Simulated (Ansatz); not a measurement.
# GeH₂ (singlet): one geometry, many settings at distance Ge1–H3 = 5.391 Å

Aim: run GeH₂ (singlet) at one geometry under a spread of methods and options, and see what each costs and gives.

Method: the settings change from run to run; program: Ansatz 0.2.0, Gaussian basis.

17 further runs of the same task are left out: 1 for a mislabelled method, 13 that didn't finish, 3 set aside as unsound or not needed.

**1. What is computed**

The geometry derives from a PBE0/def2-TZVP stationary point (not a proven minimum). One bond is set to the value named and the two fragments are kept rigid. No spin-orbit coupling is included. The filled d shell of Ge may be among the frozen orbitals whatever the setting's name suggests; the logs give the count.

3 atoms, charge 0, spin multiplicity 1.

Atoms are counted from 1 here; the program's logs count them from 0.

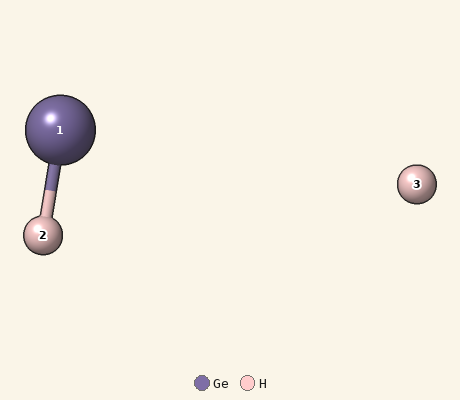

The structure; germanium purple, hydrogen pink; atoms are numbered from 1 in the order of the file.

As a file:

| atom | x (Å) | y (Å) | z (Å) |
| --- | --- | --- | --- |
| Ge1 | 0.0000 | -0.0663 | -0.0365 |
| H2 | 0.0000 | 1.0545 | -1.1699 |
| H3 | 0.0000 | 3.7243 | 3.7969 |

**2. CASCI(2,3)/STO-3G**

The input, in.yaml:

```yaml
crystal:
  periodic: [false, false, false]
  atoms:
    - {symbol: Ge, position_ang: [0.000000, -0.066310, -0.036451]}
    - {symbol: H, position_ang: [0.000000, 1.054540, -1.169939]}
    - {symbol: H, position_ang: [0.000000, 3.724253, 3.796892]}
basis:
  gaussian: {orbitals: STO-3G}
correlation: {active_space: {window: {electrons: 2, orbitals: 3}, fixed_orbitals: true, states: [{multiplicity: 1, weights: [1, 0.5]}, {multiplicity: 3, weights: [1]}]}}
```

On the command line:

```console
$ ansatz run in.yaml --threads 1 --pin off --events-out ev --progress --plain --max-ram 2393MiB
```

Log:

```text
Functional definition: HF
  name "HF"
  cite "Fock, Z. Phys. 61, 126 (1930) doi:10.1007/BF01340294"
  parent pbe
  exchange = exact_x
  correlation = 0
214 factors; integrals over basis functions are off by at most 3.7e-8 eV
mean field evaluation 1: about -55845.9941 eV, gradient 7.3e0 eV
mean field evaluation 2: about -55845.9934 eV, gradient 7.3e0 eV
mean field evaluation 4: about -55846.2149 eV, gradient 4.2e0 eV
mean field evaluation 8: about -55846.2339 eV, gradient 3.9e0 eV
mean field evaluation 16: about -55850.0590 eV, gradient 2.6e-6 eV
mean field evaluation 32: about -55850.0313 eV, gradient 1.3e-5 eV
mean field evaluation 64: about -55849.8410 eV, gradient 4.4e0 eV
mean field evaluation 96: about -55850.0534 eV, gradient 8.5e-1 eV
mean field -55850.05895824 eV, -2052.4518101856 hartree, gradient 2.6e-6 eV, S^2 0.000000; 8 other end points of the search recorded, 0 dependent functions left out
reference -55850.05895824 eV, -2052.4518101856 hartree; 17, 17 occupied and 3, 3 virtual orbitals, 214 factors
state -55856.43508613 eV, -2052.6861285636 hartree
state -55856.43224625 eV, -2052.6860242001 hartree
state -55856.43611754 eV, -2052.6861664672 hartree
Total energy: -55856.43493071 eV, -2052.6861228523 hartree
```

It took 0.3 s on 1 thread of Intel Xeon Platinum 8488C, shared host.

From the report: 5 determinants; active occupations (of the averaged states) 1.00, 0.80, 0.20.

**3. CASSCF(6,5)/def2-SVP**

The input, in.yaml:

```yaml
crystal:
  periodic: [false, false, false]
  atoms:
    - {symbol: Ge, position_ang: [0.000000, -0.066310, -0.036451]}
    - {symbol: H, position_ang: [0.000000, 1.054540, -1.169939]}
    - {symbol: H, position_ang: [0.000000, 3.724253, 3.796892]}
basis:
  gaussian: {orbitals: def2-SVP}
correlation: {active_space: {window: {electrons: 6, orbitals: 5}, states: [{multiplicity: 1, weights: [1, 0.5, 0.5, 1]}, {multiplicity: 3, weights: [1]}], root: 2}}
```

Same command.

Log, shortened:

```text
Functional definition: HF
  name "HF"
  cite "Fock, Z. Phys. 61, 126 (1930) doi:10.1007/BF01340294"
  parent pbe
[...]
617 factors; integrals over basis functions are off by at most 8.9e-8 eV
[...]
mean field -56490.07941928 eV, -2075.9721283074 hartree, gradient 1.8e-6 eV, S^2 0.000000; 5 other end points of the search recorded, 0 dependent functions left out
reference -56490.07941928 eV, -2075.9721283074 hartree; 17, 17 occupied and 25, 25 virtual orbitals, 617 factors
state -56494.51515752 eV, -2076.1351386812 hartree
state -56494.47242024 eV, -2076.1335681151 hartree
state -56490.93417065 eV, -2076.0035398408 hartree
state -56490.93048776 eV, -2076.0034044972 hartree
state -56494.51351366 eV, -2076.1350782704 hartree
Total energy: -56490.93417065 eV, -2076.0035398408 hartree
```

It took 3.3 s on 1 thread of Intel Xeon Platinum 8488C, shared host.

From the report: 100 determinants; active occupations (of the averaged states) 1.99, 1.61, 1.00, 0.89, 0.50.

**4. CCSDT on UHF/def2-mTZVP**

The input, in.yaml:

```yaml
crystal:
  periodic: [false, false, false]
  atoms:
    - {symbol: Ge, position_ang: [0.000000, -0.066310, -0.036451]}
    - {symbol: H, position_ang: [0.000000, 1.054540, -1.169939]}
    - {symbol: H, position_ang: [0.000000, 3.724253, 3.796892]}
basis:
  gaussian: {orbitals: def2-mTZVP}
magnetization: {spin_polarized: true, initial_magnetization: 0}
correlation: {method: ccsdt, electrons: outside_noble_gas}
accuracy: high
```

The command is unchanged.

Log, shortened:

```text
Functional definition: HF
  name "HF"
  cite "Fock, Z. Phys. 61, 126 (1930) doi:10.1007/BF01340294"
  parent pbe
[...]
641 factors; integrals over basis functions are off by at most 4.4e-9 eV
[...]
mean field -56501.42909642 eV, -2076.3892212491 hartree, gradient 2.3e-11 eV, S^2 1.009956; 18 other end points of the search recorded, 0 dependent functions left out
determinant -56501.42909642 eV, -2076.3892212491 hartree, with singles and doubles -56503.49344494 eV, -2076.4650846581 hartree
determinant -56501.42833507 eV, -2076.3891932703 hartree, with singles and doubles -56503.49257012 eV, -2076.4650525090 hartree
determinant -56499.12379842 eV, -2076.3045031105 hartree, with singles and doubles -56501.04959064 eV, -2076.3752746690 hartree
determinant -56499.05772623 eV, -2076.3020750020 hartree, with singles and doubles -56501.13709478 eV, -2076.3784903868 hartree
determinant -56499.05694105 eV, -2076.3020461473 hartree, with singles and doubles -56501.13652089 eV, -2076.3784692968 hartree
determinant -56501.42909642 eV, -2076.3892212491 hartree, with singles and doubles -56503.48189767 eV, -2076.4646603038 hartree
determinant -56501.42833507 eV, -2076.3891932703 hartree, with singles and doubles -56503.48103039 eV, -2076.4646284318 hartree
determinant -56497.34114045 eV, -2076.2389916383 hartree, with singles and doubles -56502.18371404 eV, -2076.4169529353 hartree
14 core orbitals not correlated: weight in the atoms' cores, before any rotation towards them, 1.000 or more for the frozen orbitals, at most 0.000 for the correlated occupied ones
reference -56501.42909642 eV, -2076.3892212491 hartree; 3, 3 occupied and 25, 25 virtual orbitals, 641 factors
second order -1.50987073 eV of doubles, -0.00000000 eV of singles
cycle   1  -1.86417418 eV  change   -3.5e-1 eV  update   5.8e-2
[...]
cycle  47  -2.10374081 eV  change  -1.7e-10 eV  update  5.5e-10
Total energy: -56503.53283723 eV, -2076.4665322980 hartree
```

Run time: 12 s. Hardware: 1 thread of Intel Xeon Platinum 8488C, shared host.

From the report: ⟨S²⟩ of the determinant 1.010 (pure singlet: 0.00); correlation -2.1037 eV; T1 0.013; largest double amplitude 0.08. The determinant is far from a pure spin state, so its energy mixes those of several spin states (harmless only where they are near-degenerate, as at dissociation).

**5. BCCD on UHF/6-31G***

in.yaml: that of step 4 with these lines changed.

```diff
@@ -7,5 +7,5 @@
 basis:
-  gaussian: {orbitals: def2-mTZVP}
+  gaussian: {orbitals: "6-31G*"}
 magnetization: {spin_polarized: true, initial_magnetization: 0}
-correlation: {method: ccsdt, electrons: outside_noble_gas}
-accuracy: high
+correlation: {method: bccd, electrons: outside_noble_gas}
+output: {forces: true}
```

The command is unchanged.

Log, shortened:

```text
Functional definition: HF
  name "HF"
  cite "Fock, Z. Phys. 61, 126 (1930) doi:10.1007/BF01340294"
  parent pbe
[...]
374 factors; integrals over basis functions are off by at most 4.4e-4 eV
[...]
mean field -56493.67731186 eV, -2076.1043484210 hartree, gradient 1.7e-10 eV, S^2 1.010209; 15 other end points of the search recorded, 0 dependent functions left out
determinant -56493.67731186 eV, -2076.1043484210 hartree, with singles and doubles -56495.67675086 eV, -2076.1778264492 hartree
determinant -56493.67718403 eV, -2076.1043437235 hartree, with singles and doubles -56495.67656692 eV, -2076.1778196892 hartree
determinant -56491.35701285 eV, -2076.0190790051 hartree, with singles and doubles -56493.24784517 eV, -2076.0885658114 hartree
determinant -56491.31088879 eV, -2076.0173839774 hartree, with singles and doubles -56493.33855686 eV, -2076.0918994045 hartree
[...]
determinant -56493.67718403 eV, -2076.1043437235 hartree, with singles and doubles -56495.67685675 eV, -2076.1778303404 hartree
14 core orbitals not correlated: weight in the atoms' cores, before any rotation towards them, 1.000 or more for the frozen orbitals, at most 0.000 for the correlated occupied ones
reference -56493.67731186 eV, -2076.1043484210 hartree; 3, 3 occupied and 22, 22 virtual orbitals, 374 factors
second order -1.44582456 eV of doubles, -0.00000000 eV of singles
cycle   1  -1.99854896 eV  change    1.2e-3 eV  update   2.1e-3
[...]
cycle   7  -1.99766806 eV  change  -2.0e-10 eV  update  6.1e-10
[...]
Total energy: -56495.67497992 eV, -2076.1777613683 hartree
Atom 0 at     0.000000    -0.066310    -0.036451 Å, force     0.000000    -0.275099     0.280802 eV/Å
Atom 1 at     0.000000     1.054540    -1.169939 Å, force    -0.000000     0.276477    -0.279330 eV/Å
Atom 2 at     0.000000     3.724253     3.796892 Å, force     0.000000    -0.001378    -0.001472 eV/Å
Dipole moment:     0.000000     0.039673    -0.040087 e Å
```

It took 7 s on 1 thread of Intel Xeon Platinum 8488C, shared host.

From the report: ⟨S²⟩ of the determinant 1.010 (pure singlet: 0.00); correlation -1.9977 eV; largest double amplitude 0.07. The determinant is far from a pure spin state, so its energy mixes those of several spin states (harmless only where they are near-degenerate, as at dissociation).

**6. CCSD/cc-pVTZ-DK**

The input, in.yaml:

```yaml
crystal:
  periodic: [false, false, false]
  atoms:
    - {symbol: Ge, position_ang: [0.000000, -0.066310, -0.036451]}
    - {symbol: H, position_ang: [0.000000, 1.054540, -1.169939]}
    - {symbol: H, position_ang: [0.000000, 3.724253, 3.796892]}
basis:
  gaussian: {orbitals: cc-pVTZ-DK}
magnetization: {spin_polarized: false}
hamiltonian: {xc: {name: PBE}}
correlation: {method: ccsd, electrons: valence}
accuracy: high
output: {forces: true}
```

The command is unchanged.

Log, shortened:

```text
Functional definition: PBE
  name "PBE"
  cite "Perdew, Burke & Ernzerhof, Phys. Rev. Lett. 77, 3865 (1996) doi:10.1103/PhysRevLett.77.3865"
  parent pbe
[...]
840 factors; integrals over basis functions are off by at most 4.5e-9 eV
[...]
mean field -57130.62453750 eV, -2099.5117272251 hartree, gradient 2.9e-8 eV, S^2 0.000000; 5 other end points of the search recorded, 0 dependent functions left out; unrestricted orbitals would lower it
unrestricted determinant -57093.19607741 eV, -2098.1362566866 hartree, S^2 1.0132
9 core orbitals not correlated: weight in the atoms' cores, before any rotation towards them, 1.000 or more for the frozen orbitals, at most 0.000 for the correlated occupied ones
reference -57088.25417034 eV, -2097.9546449516 hartree; 8, 8 occupied and 54, 54 virtual orbitals, 840 factors
second order -8.40304634 eV of doubles, -0.91581749 eV of singles
cycle   1  -6.54900818 eV  change    -1.1e0 eV  update   1.4e-1
[...]
cycle  34  -9.03721391 eV  change   -1.1e-9 eV  update  2.3e-10
WARN: these amplitudes may be one of several solutions (largest doubles amplitude 0.91, level shift 9.80 eV)
[...]
Total energy: -57097.29138426 eV, -2098.2867564373 hartree
Relativity: scalar
Atom 0 at     0.000000    -0.066310    -0.036451 Å, force     0.000000     0.119693    -0.092032 eV/Å
Atom 1 at     0.000000     1.054540    -1.169939 Å, force     0.000000    -0.105339     0.106557 eV/Å
Atom 2 at     0.000000     3.724253     3.796892 Å, force    -0.000000    -0.014354    -0.014525 eV/Å
Dipole moment:     0.000000    -0.015082     0.012214 e Å
```

Wall time 19 s (1 thread of Intel Xeon Platinum 8488C, shared host); peak memory 0.26 GiB.

From the report: correlation -9.0372 eV; T1 0.055; largest double amplitude 0.91. The orbitals are Kohn-Sham ones, so correlation energy and T1 don't compare with those on Hartree-Fock orbitals. The report flags that the cluster equations may have other roots.

**7. All runs side by side**

 † marks a result that the program doubts.

| level | correlated | functions | energy (eV) | time |
| --- | --- | --- | --- | --- |
| CASCI(2,3)/STO-3G (mean of several states) |  | 20 | -55856.4349 | 0.3 s |
| CASSCF(6,5)/def2-SVP (excited root 2 of an average) |  | 42 | -56490.9342 | 3.3 s |
| CCSDT on UHF/def2-mTZVP | outside noble gas | 42 | -56503.5328 | 12 s |
| BCCD on UHF/6-31G* | outside noble gas | 39 | -56495.6750 | 7 s |
| CCSD/cc-pVTZ-DK (on PBE orbitals) † | valence | 71 | -57097.2914 | 19 s |

**8. Results**

```
quantity                                              value
    runs                                                  5
quickest  CASCI(2,3)/STO-3G (mean of several states), 0.3 s
 slowest          CCSD/cc-pVTZ-DK (on PBE orbitals) †, 19 s
```

What this shows: Total energies in different bases, with other cores or another treatment of relativity can't be set against each other. CCSD/cc-pVTZ-DK (on PBE orbitals) † took 63 times as long as CASCI(2,3)/STO-3G (mean of several states); the jobs differ in more than the method.
